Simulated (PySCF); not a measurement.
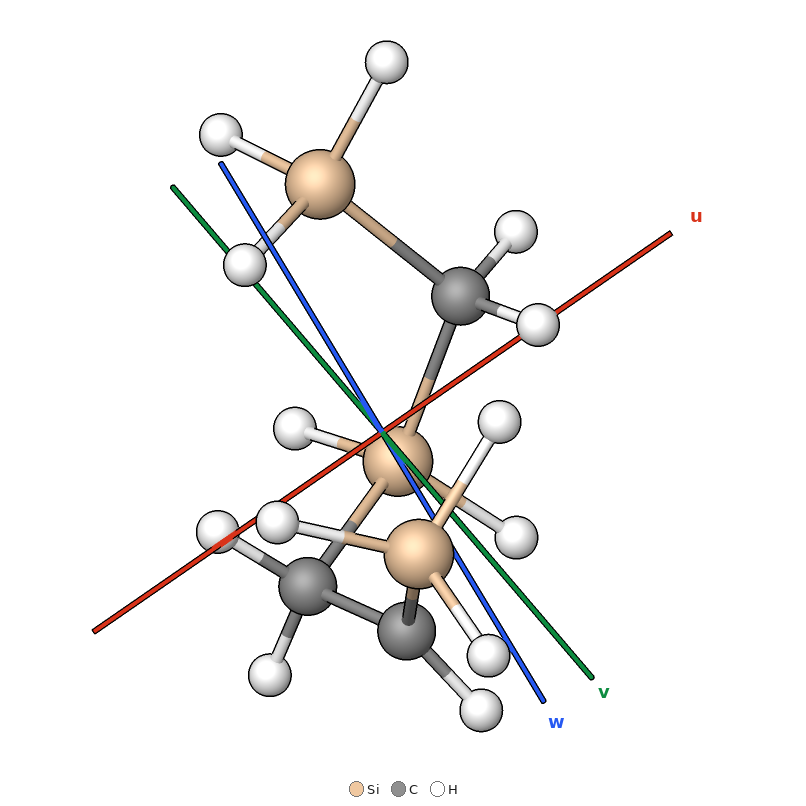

The lines u, v and w are the principal axes of the g tensor. State: neutral, doublet. Computed geometry: GFN2-xTB optimisation. No frequency run is at hand to confirm it as a minimum. Level of theory: UKS B3LYP, pcH-1 on C H Si, non-relativistic, mean-field spin-orbit, GIAO (PySCF 2.14.0).

### Along which axis does g lie farthest from the free-electron value?

Along w: the shift is 666 ppm.

Give the principal values and shifts.

| axis | g | shift (ppm) |
| --- | --- | --- |
| u | 2.00202 | −300 |
| v | 2.00264 | 323 |
| w | 2.00298 | 666 |

The geometry is semi-empirical. Around Si such bond lengths and angles can be off by a tenth of an ångström or more and by several degrees, and values that hang on the shape move with them.
